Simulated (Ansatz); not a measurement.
# BFH3InSi: what the fields show

```
atom    x (Å)    y (Å)    z (Å)
   B  -0.3100   0.3169  -0.8427
   F  -2.9230  -1.0760  -1.5656
  In  -3.0371   2.2093  -3.3436
  Si  -2.1298   0.3570  -1.3982
   H   0.1508   1.4422  -0.8423
   H   0.2870  -0.6227  -0.3762
   H  -0.5751   0.0996  -2.1599
```

Geometry: PBE0-D3(BJ)/def2-SVP; core potentials replace the inner electrons of In.

All numbers below come from isolated molecule in a Gaussian basis; Kohn-Sham density functional theory, functional PBE0 (Ansatz).

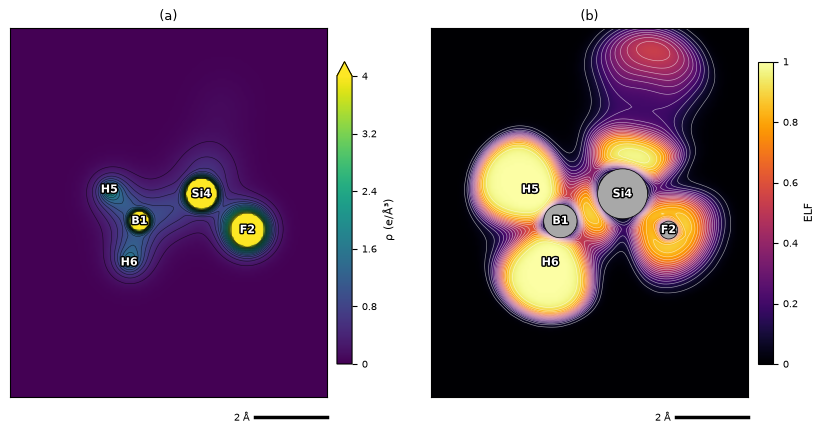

Figure 1. (a) electron density; (b) ELF on the plane of atoms Si4, B1 and H5. Grey discs cover the atomic cores in the ELF map.

What do the fields say about this system?

Answer.
- The section cuts through B, F, Si and H sites.
- Si–F (1.65 Å): the density is about 1 e/Å³ at the midpoint; the ELF peaks at about 0.85 in the valence shell of F, 0.6 Å from its nucleus, and is about 0.50 at the midpoint.
- Si–B (1.90 Å): ρ at the midpoint is about 0.81 e/Å³; the ELF peaks at about 0.90 between the atoms, as expected for a shared electron pair.
- B–H (1.21 Å): ρ is about 1.2 e/Å³ halfway; the ELF climbs to about 1 towards the hydrogen, as it does in any bond to H: a covalent bond by its length.
- The ELF also peaks beside F2, away from the bonds: lone-pair regions.

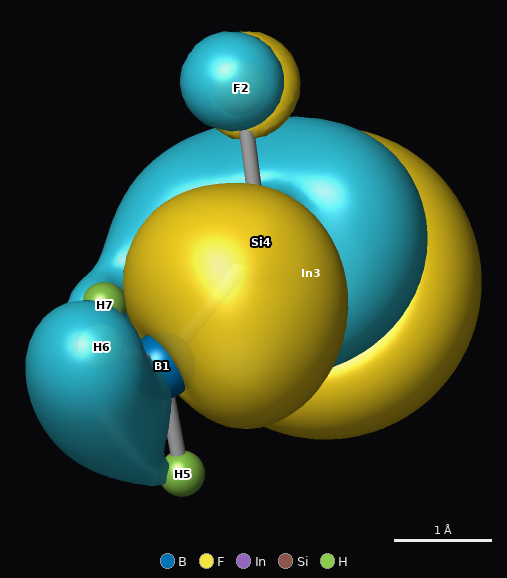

Figure 2. The HOMO at ±0.08 Å⁻³ᐟ² (yellow and cyan are the two phases), seen at an oblique angle.

Where does this orbital lie, and at what energy?

Answer. Its weight (Hirshfeld) is mainly on In3 (about 40 %), Si4 (about 35 %) and B1 (about 15 %). Its energy is −5.81 eV.

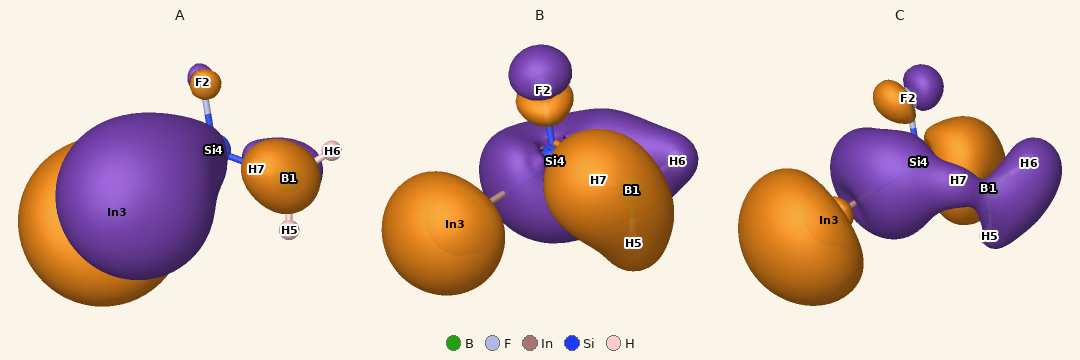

Figure 3. Three frontier orbitals at ±0.06 Å⁻³ᐟ² (orange and purple are the two phases), in no order.

Which picture is the HOMO−1, the HOMO and the LUMO?

Answer. B is the HOMO−1 (−7.86 eV). Its weight (Hirshfeld) is mainly on Si4 (about 40 %), B1 (about 20 %), In3 (about 15 %), H7 (about 15 %) and F2 (about 5 %). C is the HOMO (−5.81 eV). Its weight (Hirshfeld) is mainly on In3 (about 40 %), Si4 (about 35 %) and B1 (about 15 %). A is the LUMO (−2.63 eV). Its weight (Hirshfeld) is mainly on In3 (about 80 %) and Si4 (about 15 %).

What is the HOMO–LUMO gap?

Answer. 3.18 eV between the orbital energies.
